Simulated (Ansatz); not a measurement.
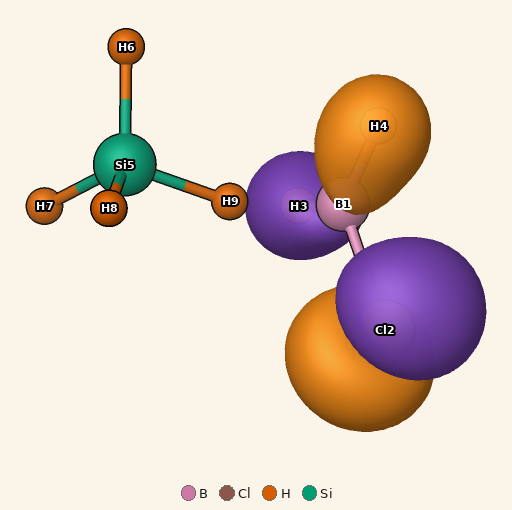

Figure. BClH2···SiH4. The HOMO at ±0.15 Å⁻³ᐟ² (orange and purple are the two phases), seen at an oblique angle.

Not at a stationary point (largest force 1.2 eV/Å).

Method: Ansatz 0.2.0, RKS LDA/def2-SVP.

```xyz
9

B    -0.0370    0.3717    0.2231
Cl    0.0412    1.2123    1.8326
H     1.0083    0.2489   -0.3892
H    -1.1403    0.2075   -0.2628
Si    0.1265   -2.6784    0.9513
H    -0.6572   -3.2336   -0.2009
H     1.5792   -3.0385    0.8501
H    -0.4523   -3.1058    2.2678
H     0.0258   -1.1923    0.8996
```

### Describe this orbital and give its energy.

It lies mainly on Cl2 (about 65 %), B1 (about 15 %), H4 (about 10 %) and H3 (about 10 %); largely a lone pair of Cl2. Its energy is −6.73 eV.
